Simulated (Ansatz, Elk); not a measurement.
## How far do independent atoms describe Be5Ge2?

Structure refinements treat a crystal as free atoms side by side. For a made-up structure of Be5Ge2 (cell and positions from a r2SCAN relaxation) the runs below show what the calculated density changes in F(hkl).

Main program and level: Elk 11.2.3 (patched build); DFT, PBE, all-electron APW+lo, Dirac cores, scalar-relativistic bands, static density, no spin.

The structure was built from a prototype and need not be the compound's stable phase.

### 1. The starting structure

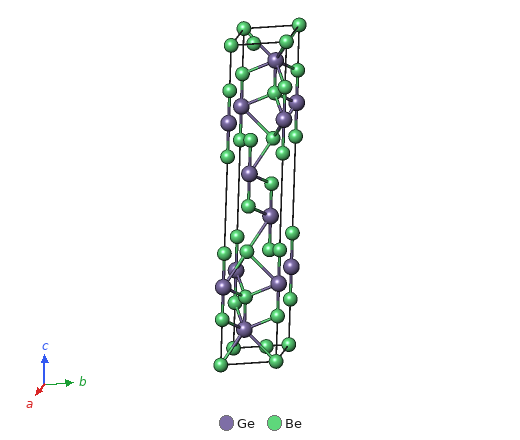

The cell as given, slightly off an axis (germanium purple, beryllium green). This picture shows the conventional cell, with its axes. Bonds to atoms that aren't drawn are left out. Some periodic images of atoms are drawn too.

### 2. Ground state and structure factors

An all-electron density is needed, since X-rays see the cores too. Task 0 finds the density and task 195 Fourier-transforms it; tshift is off so that phases refer to the origin typed.

Contents of elk.in:

```
tasks
  0
  195

xctype
  20

spinpol
  .false.

rgkmax
  7.0

gmaxvr
  14.0

lmaxo
  7

lmaxapw
  8

swidth
  0.002

tshift
  .false.

ramdisk
  .false.

hmaxvr
  5.5

maxscl
  120

epspot
  1e-06

sppath
  './'

avec
  3.48981962042 2.01484829691 13.47743191612
  -3.48981962042 2.01484829691 13.47743191612
  -0.00000000000 -4.02969659490 13.47743191596

atoms
  2
  'Ge.in'
  2
  0.7565456502 0.7565456502 0.7565456502   0.000000 0.000000 0.000000
  0.2434543498 0.2434543498 0.2434543498   0.000000 0.000000 0.000000
  'Be.in'
  5
  0.0000000000 0.0000000000 0.0000000000   0.000000 0.000000 0.000000
  0.8581674058 0.8581674058 0.8581674058   0.000000 0.000000 0.000000
  0.3487058334 0.3487058334 0.3487058334   0.000000 0.000000 0.000000
  0.1418325942 0.1418325942 0.1418325942   0.000000 0.000000 0.000000
  0.6512941666 0.6512941666 0.6512941666   0.000000 0.000000 0.000000

ngridk
  7 7 7
```

Launch:

```
OMP_NUM_THREADS=4 elk
```

Numbers of over 12 decimals in the logs are rounded to 6 here.

Log:

```text
┌─────────────────────────┐
│ Elk code version 11.2.3 │
└─────────────────────────┘

All units are atomic (Hartree, Bohr, etc.)

┌─────────────────────────────────────────────────┐
│ Ground-state run starting from atomic densities │
└─────────────────────────────────────────────────┘

Lattice vectors :
   3.489819620       2.014848297       13.47743192
  -3.489819620       2.014848297       13.47743192
  -0.000000000      -4.029696595       13.47743192

Reciprocal lattice vectors :
  0.9002163422      0.5197401475      0.1554001620
 -0.9002163422      0.5197401475      0.1554001620
  0.9036037195E-17  -1.039480295      0.1554001619

Unit cell volume      :    568.5959076
Brillouin zone volume :   0.4362504375

Muffin-tin inner radius fraction :   0.1000000000E-01

Nuclei treated as point charges

Species : 1 (Ge)
 parameters loaded from : Ge.in
 name : germanium
 nuclear charge    :   -32.00000000
 electronic charge :    32.00000000
 atomic mass :    132414.6196
 muffin-tin radius :    2.319314787
 number of radial points in muffin-tin :    993
 inner part over the whole radius :   0.9849427282E-02
 number on inner part of muffin-tin    :    701
 approximate nuclear radius :   0.7637961215E-04
 number of mesh points to nuclear radius :    341
 atomic positions (lattice), magnetic fields (Cartesian) :
  1 :  -0.24345435 -0.24345435 -0.24345435    0.00000000  0.00000000  0.00000000
  2 :   0.24345435  0.24345435  0.24345435    0.00000000  0.00000000  0.00000000

Species : 2 (Be)
 parameters loaded from : Be.in
 name : beryllium
 nuclear charge    :   -4.000000000
 electronic charge :    4.000000000
 atomic mass :    16428.20280
 muffin-tin radius :    1.739486090
 number of radial points in muffin-tin :    593
 inner part over the whole radius :   0.9934870073E-02
 number on inner part of muffin-tin    :    403
 approximate nuclear radius :   0.4290726161E-04
 number of mesh points to nuclear radius :    156
 atomic positions (lattice), magnetic fields (Cartesian) :
  1 :   0.00000000  0.00000000  0.00000000    0.00000000  0.00000000  0.00000000
  2 :  -0.14183259 -0.14183259 -0.14183259    0.00000000  0.00000000  0.00000000
  3 :   0.34870583  0.34870583  0.34870583    0.00000000  0.00000000  0.00000000
  4 :   0.14183259  0.14183259  0.14183259    0.00000000  0.00000000  0.00000000
  5 :  -0.34870583 -0.34870583 -0.34870583    0.00000000  0.00000000  0.00000000

Total number of atoms per unit cell :    7
Total muffin-tin volume :    214.7550941
 ratio of muffin-tin to unit cell volume :   0.3776937034

Spin treatment :
 spin-unpolarised

Number of Bravais lattice symmetries :   12
Number of crystal symmetries         :   12
Crystal has inversion symmetry
Real symmetric eigensolver will be used

k-point grid :      7     7     7
k-point offset :    0.000000000       0.000000000       0.000000000
k-point set is reduced with full crystal symmetry group
Total number of k-points :       44

Muffin-tin radius times maximum |G+k| :    7.000000000
 using average radius
Maximum |G+k| for APW functions       :    3.674248610
Maximum (1/2)|G+k|²                   :    6.750051422
Maximum |G| for potential and density :    14.00000000
Constant for pseudocharge density :    8
 order of it for each species :   15  15
 order of it for pair densities of each species (exact exchange by exxq0 0: 16) :   14   7
Radial integration step length :    1

G-vector grid sizes :     63    63    63
Number of G-vectors :    26389

Maximum angular momentum used for
 APW functions            :    8
 outer part of muffin-tin :    7
 inner part of muffin-tin :    2

Total nuclear charge    :   -84.00000000
Total core charge       :    46.00000000
Total valence charge    :    38.00000000
Total excess charge     :    0.000000000
Total electronic charge :    84.00000000

Effective Wigner radius, rₛ :    1.173487888

Number of empty states         :     28
Total number of valence states :     48
Total number of core states    :     46

[...]
xc potential                :     -220.73431531282
 exchange                    :     -170.07524326709
 correlation                 :     -3.805736
 electron entropic           :    -0.52921449439029E-03
 total energy                :     -4274.1939892916

Density of states at Fermi energy :    37.58956355
 (states/Hartree/unit cell)

Estimated indirect band gap :   0.5745205686E-02
 from k-point 9 to k-point 44
Estimated direct band gap   :   0.1002594077E-01
 at k-point 36

Charges :
 core                        :    46.00000000
 valence                     :    38.00000000
 interstitial                :    9.525598577
 muffin-tins (core leakage)
  species : 1 (Ge)
[...]
species : 2 (Be)
[...]
total in muffin-tins        :    74.47440142
 total calculated charge     :    83.99100542
 total charge                :    84.00000000
 error                       :   0.8994580556E-02

RMS change in Kohn-Sham potential (target) :    6.334242909     (  0.1000000000E-05)
Absolute change in total energy (target)   :    1.482788864     (  0.1000000000E-03)

[... loops 3 to 15 left out ...]

┌──────────────────┐
│ Loop number : 16 │
└──────────────────┘

Energies :
 Fermi                       :     0.240876
 sum of occupied eigenvalues :     -2448.4336994633
 electron kinetic            :      4360.1946075366
 core electron kinetic       :      4039.6706562241
 Coulomb                     :     -8458.0935083671
 Coulomb potential           :     -6582.5199269794
 nuclear-nuclear             :     -525.78982271481
 electron-nuclear            :     -9291.1152224156
 Hartree                     :      1358.8115367633
 Madelung                    :     -5166.8335448774
 xc potential                :     -226.10838002049
 exchange                    :     -170.22451619938
 correlation                 :     -3.810231
 electron entropic           :    -0.46330929054085E-03
 total energy                :     -4271.9341111567

Density of states at Fermi energy :    31.85585135
 (states/Hartree/unit cell)

Estimated indirect band gap :   0.2734414163E-02
 from k-point 15 to k-point 44
Estimated direct band gap   :   0.1558061418E-01
 at k-point 36

Charges :
 core                        :    46.00000000
 valence                     :    38.00000000
 interstitial                :    9.438055858
 muffin-tins (core leakage)
  species : 1 (Ge)
[...]
species : 2 (Be)
[...]
total in muffin-tins        :    74.56194414
 total calculated charge     :    83.99112648
 total charge                :    84.00000000
 error                       :   0.8873518815E-02

RMS change in Kohn-Sham potential (target) :   0.5532328116E-06 (  0.1000000000E-05)
Absolute change in total energy (target)   :   0.9591591152E-05 (  0.1000000000E-03)

Convergence targets achieved

┌──────────────────┐
│ Loop number : 17 │
└──────────────────┘

Energies :
 Fermi                       :     0.240876
 sum of occupied eigenvalues :     -2448.4336991950
 electron kinetic            :      4360.1946073370
 core electron kinetic       :      4039.6706562870
 Coulomb                     :     -8458.0935080908
 Coulomb potential           :     -6582.5199272683
 nuclear-nuclear             :     -525.78982271481
 electron-nuclear            :     -9291.1152215565
 Hartree                     :      1358.8115361806
 Madelung                    :     -5166.8335444566
 xc potential                :     -226.10837926370
 exchange                    :     -170.22451618418
 correlation                 :     -3.810231
 electron entropic           :    -0.46330926592486E-03
 total energy                :     -4271.9341110654

Density of states at Fermi energy :    31.85584792
 (states/Hartree/unit cell)

Estimated indirect band gap :   0.2734419945E-02
 from k-point 15 to k-point 44
Estimated direct band gap   :   0.1558061499E-01
 at k-point 36

Charges :
 core                        :    46.00000000
 valence                     :    38.00000000
 interstitial                :    9.438055864
 muffin-tins (core leakage)
  species : 1 (Ge)
[...]
species : 2 (Be)
[...]
atom 3                    :    2.773431497     (  0.1584259944E-02)
   atom 4                    :    2.711677641     (  0.1561111431E-02)
   atom 5                    :    2.773431497     (  0.1584259944E-02)
 total in muffin-tins        :    74.56194414
 total calculated charge     :    83.99112648
 total charge                :    84.00000000
 error                       :   0.8873518782E-02

┌──────────────────────────────┐
│ Self-consistent loop stopped │
└──────────────────────────────┘

Warning : core states of species 1 leak from the muffin-tin :   0.5321465791E-03

Warning : core states of species 2 leak from the muffin-tin :   0.1584259944E-02

Wrote STATE.OUT
```

The job ended after 26 s (4 threads of AMD EPYC 9B45 (Zen 5), shared host; peak memory 0.25 GiB; 79 s of CPU time).

SFACRHO.OUT:

```text

h k l indices transformed by vhmat matrix:
   1.000000000       0.000000000       0.000000000    
   0.000000000       1.000000000       0.000000000    
   0.000000000       0.000000000       1.000000000    

      h      k      l  multipl.   |H|            Re(F)            Im(F)           |F|

      0      0      0      1   0.0000000       83.999998     -0.47619819E-16   83.999998    
      1      1      1      2  0.46620049      -3.5205617      0.11096513E-13   3.5205617    
     -2     -2     -2      2  0.93240097      -43.443069     -0.81374425E-13   43.443069    
     -1      0      0      6   1.0510321       5.0317810     -0.32056592E-14   5.0317810    
      1      1      0      6   1.0849498      -54.174067      0.24412328E-13   54.174067    
     -1     -2     -1      6   1.2111592       46.285073      0.56962098E-13   46.285073    
     -1     -2     -2      6   1.2977864       11.341155      0.12822637E-13   11.341155    
      3      3      3      2   1.3986015       22.591329     -0.40440623E-13   22.591329    
     -2     -2     -3      6   1.5046031      -11.753565     -0.18247598E-13   11.753565    
      2      3      3      6   1.6205150       50.408283     -0.92717527E-13   50.408283    
      1     -1      0      6   1.8004327       54.624014      0.25216607E-14   54.624014    
     -2     -1      0     12   1.8598120      -3.7342958     -0.10664981E-13   3.7342958    
      4      4      4      2   1.8648019       41.999690     -0.13340474E-12   41.999690    
      3      4      3      6   1.8696097      -46.091701      0.12717836E-12   46.091701    
      4      3      4      6   2.0006433      -18.884118      0.89018689E-13   18.884118    
      1      3      2     12   2.0275427      -35.971850      0.68428494E-13   35.971850    
      1     -1      1      6   2.0847605       3.4218249     -0.98635667E-15   3.4218249    
      0      0     -2      6   2.1020642      -42.923897     -0.29590700E-13   42.923897
```

Elk indexes on the primitive cell of elk.in and gives |H| = 4π sin θ/λ in inverse bohr. Below, one row stands for each form hkl of the conventional cell (m members, Friedel mates merged), F is for one primitive cell and the density is static (no thermal factor). Free-atom factors are Waasmaier and Kirfel's, and R is Σm||F|−|F'||/Σm|F|.

| hkl | m | sin θ/λ (Å⁻¹) | abs F, DFT | neutral atoms | diff. |
| --- | --- | --- | --- | --- | --- |
| 003 | 2 | 0.070 | 3.521 | 3.626 | -0.105 |
| 006 | 2 | 0.140 | 43.443 | 44.189 | -0.746 |
| 101 | 6 | 0.158 | 5.032 | 4.844 | +0.188 |
| 012 | 6 | 0.163 | 54.174 | 53.906 | +0.268 |
| 104 | 6 | 0.182 | 46.285 | 46.504 | -0.219 |
| 015 | 6 | 0.195 | 11.341 | 11.370 | -0.029 |
| 009 | 2 | 0.210 | 22.591 | 22.140 | +0.451 |
| 107 | 6 | 0.226 | 11.754 | 11.802 | -0.048 |
| 018 | 6 | 0.244 | 50.408 | 50.673 | -0.265 |
| 110 | 6 | 0.271 | 54.624 | 55.035 | -0.411 |
| 113 | 12 | 0.280 | 3.734 | 3.647 | +0.088 |
| 0 0 12 | 2 | 0.280 | 42.000 | 42.236 | -0.237 |
| 1 0 10 | 6 | 0.281 | 46.092 | 46.484 | -0.393 |
| 0 1 11 | 6 | 0.301 | 18.884 | 19.058 | -0.174 |

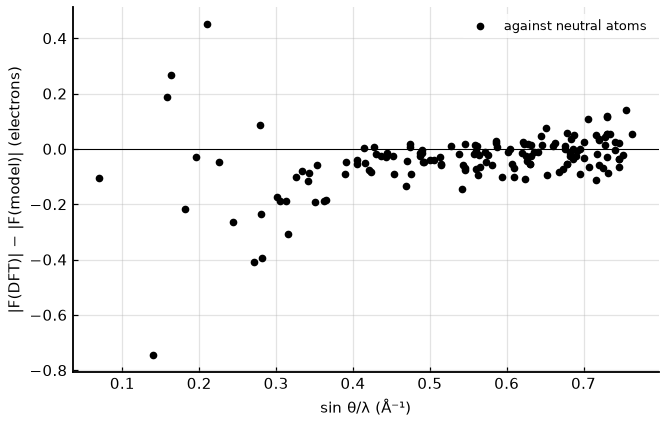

Difference between the calculated structure factors and the independent-atom ones.

### 3. The highest occupied states alone

An energy window below the Fermi level keeps the highest occupied states, to see at which angles they scatter; shallow core shells can lie inside it and anion s states outside. No new self-consistency is needed.

elk.in, as its differences from that of step 2:

```diff
@@ -1,3 +1,2 @@
 tasks
-  0
   195
@@ -40,2 +39,5 @@
 
+wsfac
+  -0.126620 0.540880
+
 sppath
```

Launch:

```
OMP_NUM_THREADS=4 elk
```

Log:

```text
┌─────────────────────────────────┐
│ Elk code version 11.2.3 started │
└─────────────────────────────────┘

Info(readinput): the functional depends on the density's gradient
 muffin-tin radial points multiplied by    2.00000
 (not where nrmtscf is given)

┌────────────────────┐
│ Current task : 195 │
└────────────────────┘
Info(checkmt): changed muffin-tin radius of species 1 (Ge) from   2.4000 to   2.3193
Info(checkmt): changed muffin-tin radius of species 2 (Be) from   1.8000 to   1.7395

Info(sfacrho): density structure factors written to SFACRHO.OUT

 Energy window :  -0.1266200000      0.5408800000

┌──────────────────┐
│ Elk code stopped │
└──────────────────┘
```

Elapsed: 3.5 s, on 4 threads; peak memory 0.17 GiB.

States within 10 eV below the Fermi level hold 16.06 electrons; any levels below the window count with the cores, and a count that is not whole means the window cuts a band. Their amplitudes can exceed the total, where window and core parts have opposite phase:

| hkl | sin θ/λ (Å⁻¹) | abs F, window | abs F, all |
| --- | --- | --- | --- |
| 003 | 0.070 | 0.891 | 3.521 |
| 006 | 0.140 | 0.717 | 43.443 |
| 101 | 0.158 | 0.754 | 5.032 |
| 012 | 0.163 | 1.910 | 54.174 |
| 104 | 0.182 | 0.297 | 46.285 |
| 015 | 0.195 | 0.300 | 11.341 |
| 009 | 0.210 | 1.031 | 22.591 |
| 107 | 0.226 | 0.026 | 11.754 |
| 018 | 0.244 | 0.218 | 50.408 |
| 110 | 0.271 | 0.248 | 54.624 |

(Part 1 of 2 ends here.)

[Logs are printed without paths, hosts, clocks, repeated set-up lines and the standing remarks that a program may print on its own settings, such as how far it seeks lower states.]

[Hosts, paths, dates, database ids (printed as entryN), source tags and the programs' standing remarks are cut or masked in the printed files.]
